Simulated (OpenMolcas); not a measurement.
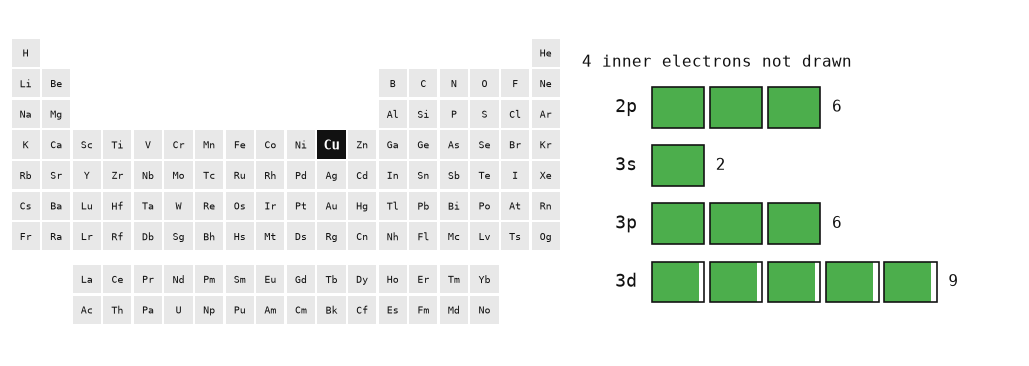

Figure 1. Left, the place of copper in the periodic table; right, the outer shells of the leading configuration of the lowest level: a box for each of the 2l + 1 orbitals, shaded by the share of the shell that is filled, with the electron count at the right.

## Run report: Cu²⁺ complex, multiconfigurational calculation

Cu²⁺ with 6 ligands (Cl; octahedron, 2.535 Å), embedded in Cs2NaYCl6 by model potentials and point charges, whose field is part of the energies. Computed at this level: state-averaged SS-CASPT2, IPEA shift 0.25, imaginary shift 0.1 hartree, closed shells 3s 3p of the metal and the valence shells of the ligands correlated, active space 9 electrons in the shell 3d, basis ANO-RCC-VTZP on the metal and ANO-RCC-VDZP on the ligands, DKH2 scalar Hamiltonian, spin-orbit coupling by RASSI with atomic mean-field integrals (OpenMolcas).

**The input**
```
&GATEWAY
Basis set
Cu.ANO-RCC-VTZP.
Cu1 0.0 0.0 0.0 Angstrom
End of basis
Basis set
Cl.ANO-RCC-VDZP.
L1 2.535000 0.000000 0.000000 Angstrom
L2 0.000000 2.535000 0.000000 Angstrom
L3 0.000000 0.000000 2.535000 Angstrom
End of basis
Basis set
Na.EMB-AIMP.Al-Abdalla.7s4p.1s1p.ECP.Cs2NaYCl6.
PseudoCharge
* 3 symmetry-unique lattice sites within 7.6 angstrom
End of basis
Basis set
Cs.EMB-AIMP.Al-Abdalla.0s.0s.ECP.Cs2NaYCl6.
PseudoCharge
* 4 symmetry-unique lattice sites within 7.6 angstrom
End of basis
Basis set
Cl.EMB-AIMP.Al-Abdalla.0s.0s.ECP.Cs2NaYCl6.
PseudoCharge
* 12 symmetry-unique lattice sites within 7.6 angstrom
End of basis
Basis set
Y.EMB-AIMP.Al-Abdalla.0s.0s.ECP.Cs2NaYCl6.
PseudoCharge
* 6 symmetry-unique lattice sites within 7.6 angstrom
End of basis
Symmetry
XYZ
AngMom=0.0 0.0 0.0
AMFI
RICD
XField
1564 Angstrom 0
* Evjen-weighted lattice charges
&SEWARD
&RASSCF
FileOrb=start.orb
Symmetry=1
Spin=2
nActEl=9 0 0
Inactive=30 33
Ras2=5 0
CIRoot=5 5 1
SDav=5
CIMx=300
Iter=150 100
PrWF=0.3
OrbListing=Nothing
MaxOrb=0
LevShft=1.0
>>> COPY $Project.JobIph JOB001
&RASSI
NrOfJobIphs=1 5
1 2 3 4 5
IphNames
JOB001
EJob
SpinOrbit
DIPRint=1.0
SOCoupling=1000.0
Subsets=2
Property=9
'ANGMOM' 1 'ANGMOM' 2 'ANGMOM' 3 'MLTPL  1' 1 'MLTPL  1' 2 'MLTPL  1' 3
'AMFI' 1 'AMFI' 2 'AMFI' 3
SOProperty=3
'ANGMOM' 1 'ANGMOM' 2 'ANGMOM' 3
>>> COPY JOB001 $Project.JobIph
&CASPT2
Multistate=5 1 2 3 4 5
NoMult
Frozen=17 18
IPEA=0.25
Imaginary=0.1
MaxIter=60
WThr=0.0 0.3 0.05
PrWF=0.5
NoMix
```

The file start.orb holds starting orbitals from an earlier step. A driver script formed the levels outside the program, from RASSI's spin-orbit matrix and the CASPT2 energies (for multi-state variants, the effective Hamiltonian), averaged over the components of each term or state. The log and the time are those of the CASPT2 step.

Command:
```bash
OMP_NUM_THREADS=1 MOLCAS_MEM=2457 MOLCAS_PROJECT=a pymolcas a.inp > a.log  # once for each step of the input, in one work folder
```

**The program's output (extracts)**
```
--- CASPT2 ---
Orbital specifications:
      -----------------------

      Symmetry species                           1   2
                                                ag  au
      Frozen orbitals                           17  18
      Inactive orbitals                         13  15
      Active orbitals                            5   0
      Secondary orbitals                        61  62
      Deleted orbitals                           0   0
      Number of basis functions                 96  95
Type of calculation                        SS-CASPT2
      Fock operator                              state-specific
      IPEA shift                                 0.25
      Real shift                                 0.00
      Imaginary shift                            0.10
      The input orbitals will be transformed to quasi-canonical
Reference energy:       -4419.7460882305
      E2 (Non-variational):      -1.7020946735
      Shift correction:          -0.0018996445
      E2 (Variational):          -1.7039943180
      Total energy:           -4421.4500825485
      Residual norm:              0.0000006038
      Reference weight:           0.67568
      Contributions to the CASPT2 correlation energy
      Active & Virtual Only:         -0.3545008902
      One Inactive Excited:          -0.3389723274
      Two Inactive Excited:          -1.0086214560
Reference energy:       -4419.7460882303
      E2 (Non-variational):      -1.7020965430
      Shift correction:          -0.0018996508
      E2 (Variational):          -1.7039961938
      Total energy:           -4421.4500844241
      Residual norm:              0.0000006055
      Reference weight:           0.67568
      Contributions to the CASPT2 correlation energy
      Active & Virtual Only:         -0.3545031087
      One Inactive Excited:          -0.3389718482
      Two Inactive Excited:          -1.0086215861
::    CASPT2 Root  1     Total energy:  -4421.45008255
::    CASPT2 Root  2     Total energy:  -4421.45008442
::    CASPT2 Root  3     Total energy:  -4421.42812985
::    CASPT2 Root  4     Total energy:  -4421.42812985
::    CASPT2 Root  5     Total energy:  -4421.42812984
```

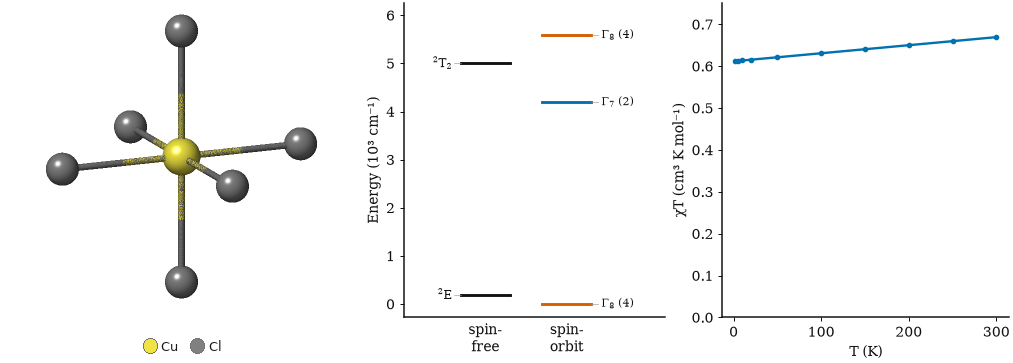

Figure 2. Cu²⁺ (3d⁹) as a dopant in Cs₂NaYCl₆, a cluster with its 6 nearest Cl⁻ at 2.535 Å (octahedron) embedded in model potentials and point charges; the geometry was set, not optimised, and its levels and susceptibility. Labels give the representation in O, Td, D4 or D3 as the site allows (double group for half-integer spin) where it could be assigned and, in brackets, the degeneracy; spin-free states, where drawn, share the zero of the spin-orbit levels. Powder susceptibility by Van Vleck's formula. The ground level is Γ₈, 4-fold degenerate, 100 % from states of spin multiplicity 2. The next level lies at 4,190 cm⁻¹ (Γ₇). The lowest spin-free state is ²E, from the free-ion D term; of the same spin there follows at 4,820 cm⁻¹ (²T₂) above it. A ligand-field fit to the spin-free states gives |10Dq| = 4,820 cm⁻¹. χT is 0.612 cm³ K mol⁻¹ at 2 K and 0.669 at 300 K, an effective moment of 2.31 μB.

**Key numbers**

- outcome: converged
- energy of the lowest spin-free term: −4421.45008 hartree
- energy of the lowest spin-orbit level: −4421.45090 hartree
- CASPT2 correlation energy: −1.7040 hartree
- largest spread among components of a term: 0.4 cm⁻¹
- lowest reference weight: 0.676
- hardware: 1 thread of Arm Neoverse V1, 24 GiB of memory available, shared host
- wall time: 37 s
- peak memory: 0.2 GiB

**Remarks**

Limits: orbital doublet at a regular site, Jahn-Teller distortion not allowed for; with a single d shell and no ligand orbitals active, the ligand field and the g values of a late 3d ion can be well off; the geometry is set by hand, with no relaxation.
